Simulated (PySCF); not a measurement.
**Excited-state calculation, with input and output: C₄H₁₁NO₂Si**

- system: C₄H₁₁NO₂Si
- method: TDDFT PBE0/def2-SVPD, vertical, gas phase, core orbitals frozen in the response (PySCF 2.14.0)

The geometry comes from this level: GFN2-xTB.

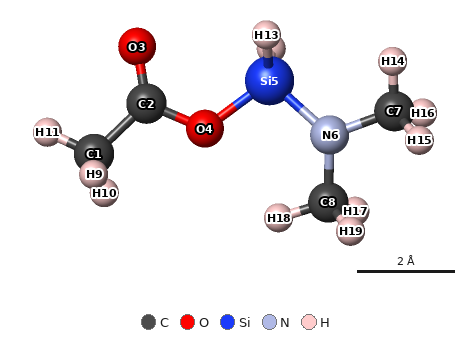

*The structure as given in the input (ball-and-stick view, seen on its broad side; atoms are numbered from 1 in the order of the input).*

Bond lengths as drawn: C–C 1.51 Å, C–H 1.09 to 1.10 Å, C–N 1.44 Å, C–O 1.20 to 1.32 Å, H–Si 1.46 to 1.47 Å, N–Si 1.71 Å and O–Si 1.66 Å.

### Input file
```
{"job": {"kind": "uv", "xc": "PBE0", "basis": "def2-SVPD", "nstates": 6, "ntriplets": 2}, "charge": 0, "multiplicity": 1}
C      3.358306    -0.676283    -0.130863
C      2.345364     0.393255     0.180770
O      2.615064     1.499806     0.564219
O      1.103340    -0.008557    -0.020943
Si    -0.164360     1.040982     0.226019
N     -1.478105     0.105033    -0.342324
C     -2.779951     0.713996    -0.409103
C     -1.543761    -1.336770    -0.286220
H      3.342884    -0.871326    -1.201298
H      3.091417    -1.595749     0.384610
H      4.349508    -0.349126     0.167616
H     -0.159077     1.403448     1.647266
H     -0.030816     2.201581    -0.646453
H     -2.673200     1.788882    -0.515333
H     -3.331810     0.323921    -1.268130
H     -3.367850     0.513504     0.494154
H     -2.109028    -1.679930     0.587765
H     -0.538175    -1.742231    -0.239588
H     -2.039554    -1.715188    -1.184461
```

The first line tells a small driver script what to run in PySCF; the rest is the geometry in Å.

Run as:
```bash
OMP_NUM_THREADS=1 python <driver script> task.json out
```

### The program's output
```
coarse grid: 16024 points
cycle   1  E = -652.6687478321  dE =  1.067e+00  |g| = 9.222e-01  |ddm| = 6.326e+00
cycle   2  E = -652.3748711216  dE =  2.939e-01  |g| = 1.554e+00  |ddm| = 4.106e+00
cycle   3  E = -652.8254053774  dE = -4.505e-01  |g| = 2.460e-01  |ddm| = 2.973e+00
cycle   4  E = -652.8363331584  dE = -1.093e-02  |g| = 8.050e-02  |ddm| = 3.182e-01
cycle   5  E = -652.8374323127  dE = -1.099e-03  |g| = 2.251e-02  |ddm| = 1.074e-01
cycle   6  E = -652.8375473694  dE = -1.151e-04  |g| = 3.356e-03  |ddm| = 3.474e-02
cycle   7  E = -652.8375497804  dE = -2.411e-06  |g| = 6.708e-04  |ddm| = 7.570e-03
final grid: 149264 points
cycle   8  E = -652.9314024763  dE = -2.703e-05  |g| = 1.239e-02  |ddm| = 1.253e-01
cycle   9  E = -652.9313589762  dE =  4.350e-05  |g| = 1.938e-02  |ddm| = 3.877e-02
cycle  10  E = -652.9314334537  dE = -7.448e-05  |g| = 2.638e-03  |ddm| = 2.492e-02
cycle  11  E = -652.9314348074  dE = -1.354e-06  |g| = 4.651e-04  |ddm| = 3.562e-03
cycle  12  E = -652.9314348468  dE = -3.938e-08  |g| = 1.251e-04  |ddm| = 6.037e-04
cycle  13  E = -652.9314348500  dE = -3.181e-09  |g| = 2.737e-05  |ddm| = 2.577e-04
cycle  14  E = -652.9314348502  dE = -1.885e-10  |g| = 4.980e-06  |ddm| = 7.133e-05
```

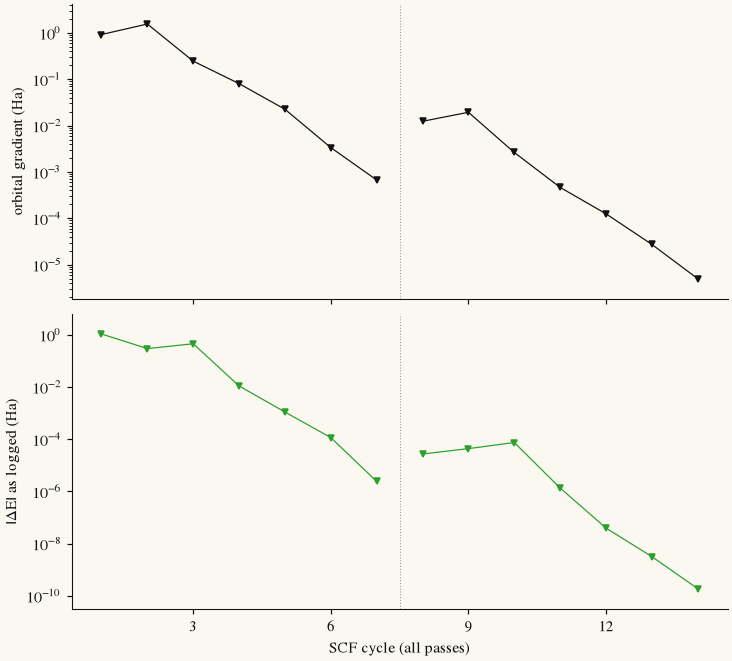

*Convergence of the self-consistent field: orbital gradient and size of the energy change against the SCF cycle. The dotted line marks the change from a coarse to the final integration grid.*

The first 7 cycles use a coarse grid, the final grid takes over at cycle 8, and the field converges after 14 cycles in all.

```
converged SCF energy = -652.9314348502

Static polarisability (au): isotropic 88.391, principal 71.525 88.637 105.010

Singlet excitations
state   eV       nm        f      main configurations
  1   5.6606    219.0   0.00117   H->L 0.45, H->L+1 0.42
  2   5.7260    216.5   0.01714   H->L 0.41, H->L+2 0.33, H->L+1 0.21
  3   5.8003    213.8   0.01273   H->L+2 0.58, H->L+1 0.28
  4   5.9137    209.7   0.00271   H-1->L 0.87, H->L 0.09
  5   6.7819    182.8   0.00986   H->L+4 0.62, H->L+5 0.28
  6   6.8730    180.4   0.00472   H->L+3 0.72, H->L+4 0.17

Triplet excitations (Tamm-Dancoff, eV): 5.3236 5.4842
```

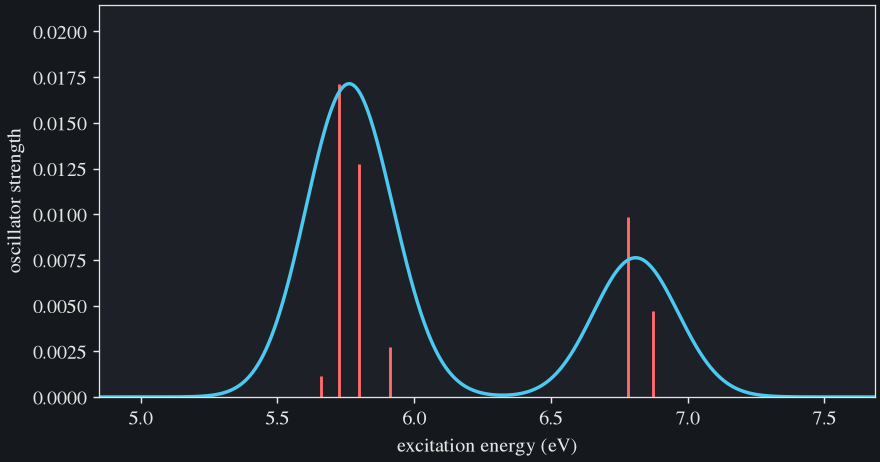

*Computed excitations as sticks (degenerate states added up, dark ones marked on the axis), with a Gaussian envelope of 0.35 eV full width at half maximum, scaled to the tallest.*

Of the 6 states the lowest lies at 5.66 eV (f = 0.001); the strongest line is at 5.73 eV, or 217 nm (f = 0.017).

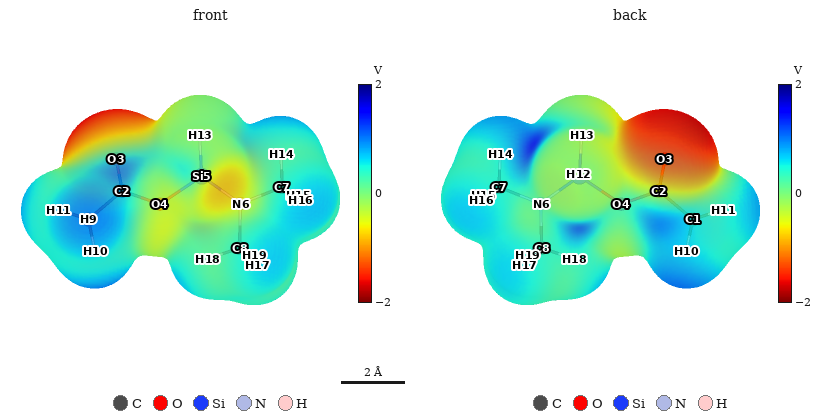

*The molecular electrostatic potential painted on the density surface at 0.002 e/bohr³, seen at a tilt and from behind; the colour scale runs from red (negative) to blue (positive).*

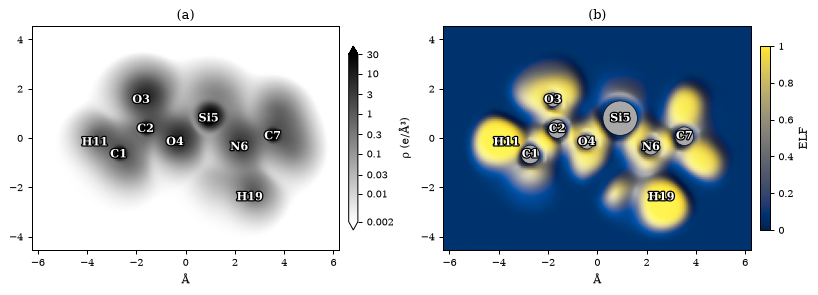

*(a) total electron density; (b) ELF on the plane of atoms C2, C1 and H11. Grey discs, where drawn, cover atomic cores.*

Atoms in the plane: C, O, Si, N and H. C–O (1.20 Å): ρ is about 3.4 e/Å³ halfway; the ELF peaks at about 0.90 between the atoms; a multiple bond by its length, whose ELF region spreads away from the axis. Si–O (1.66 Å): ρ at the midpoint is about 1.1 e/Å³; the ELF peaks at about 0.90 between the atoms (a polar covalent bond).

### Summary

```json
{"quantity": "outcome", "value": "converged"}
{"quantity": "total energy", "value": "−652.931435 hartree"}
{"quantity": "HOMO", "value": "−6.50 eV"}
{"quantity": "LUMO", "value": "0.11 eV"}
{"quantity": "dipole moment", "value": "2.72 D"}
{"quantity": "mean polarisability", "value": "88.39 a.u."}
{"quantity": "lowest singlet excitation", "value": "5.66 eV"}
{"quantity": "hardware", "value": "1 CPU thread, shared host"}
{"quantity": "wall time", "value": "46 s"}
{"quantity": "peak memory", "value": "1 GiB"}
```
